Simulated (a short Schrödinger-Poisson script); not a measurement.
Stack: gated Al0.3Ga0.7As/GaAs modulation-doped gas, at 300 K.

```
layer      material  thickness (nm)  Nd (cm⁻³)  Na (cm⁻³)
-----  ------------  --------------  ---------  ---------
1      Al0.3Ga0.7As              15          -          -
2      Al0.3Ga0.7As              10     2.2e18          -
3      Al0.3Ga0.7As              10          -          -
4              GaAs            6000          -       1e15
```

Constants are typed, rounded textbook-type inputs, not results; the design itself was drawn at random and stands for no fabricated device. Al0.3Ga0.7As: permittivity 12.05, conduction-band edge (eV) 0.237, gap (eV) 1.798, electron mass (mₑ) 0.0919, Nv at 300 K (cm⁻³) 9e18. GaAs: permittivity 12.9, conduction-band edge (eV) 0, gap (eV) 1.424, Nv at 300 K (cm⁻³) 9e18.

Channel valleys (confinement mass, in-plane density-of-states mass, number): Γ 0.067, 0.067, 1. At the gate the conduction-band edge of layer 1 lies 0.89 eV − eVg above the Fermi level of the channel; the field vanishes at the back. Donor level 0.05 eV below the band edge. The barrier under the gate holds no holes. Gaps are held at their typed values at every temperature. Mesh 0.08 nm at interfaces.

Solved with a short Schrödinger-Poisson script written for these runs: 1D Poisson equation in equilibrium, electrons quantum, Hartree (BenDaniel-Duke, 40 states a valley, the channel's in-plane mass for all, wave functions free to enter the barrier), parabolic valleys, classical holes, donors ionised by Fermi statistics, acceptors fully, no traps, pinning or gate leakage.

Only gate voltages with over 1e8 electrons/cm² are shown.

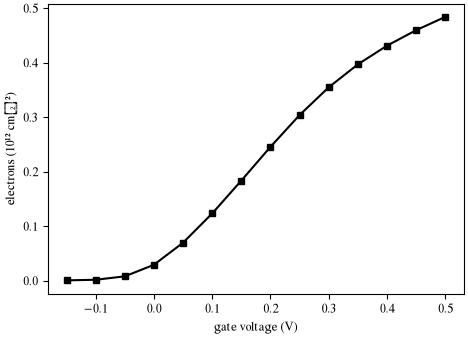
Figure: Sheet density against gate voltage

| Vg (V) | electrons (cm⁻²) | in the channel layer | C (μF/cm²) | Γ E0 (meV) | Γ E1 (meV) |
|---|---|---|---|---|---|
| 0.5 | 4.84e11 | 4.62e11 | 0.468 | 16.4 | 53.2 |
| 0.45 | 4.59e11 | 4.42e11 | 0.444 | 18.1 | 54.3 |
| 0.4 | 4.31e11 | 4.17e11 | 0.416 | 20.1 | 55.7 |
| 0.35 | 3.97e11 | 3.86e11 | 0.381 | 22.8 | 57.6 |
| 0.3 | 3.55e11 | 3.46e11 | 0.340 | 26.5 | 60.2 |
| 0.25 | 3.04e11 | 2.98e11 | 0.296 | 31.6 | 63.8 |
| 0.2 | 2.45e11 | 2.41e11 | 0.257 | 38.5 | 69.0 |
| 0.15 | 1.83e11 | 1.81e11 | 0.226 | 47.6 | 76.0 |
| 0.1 | 1.23e11 | 1.22e11 | 0.197 | 59.6 | 85.8 |
| 0.05 | 6.94e10 | 6.88e10 | 0.161 | 76.2 | 100.2 |
| 0 | 2.89e10 | 2.87e10 | 0.107 | 100.4 | 122.6 |
| -0.05 | 7.61e9 | 7.56e9 | 0.0461 | 135.9 | 156.9 |
| -0.1 | 1.40e9 | 1.39e9 | 0.0170 | 180.3 | 200.7 |
| -0.15 | 2.27e8 | 2.25e8 | 0.0108 | 227.7 | 247.7 |

Subbands count from the Fermi level.
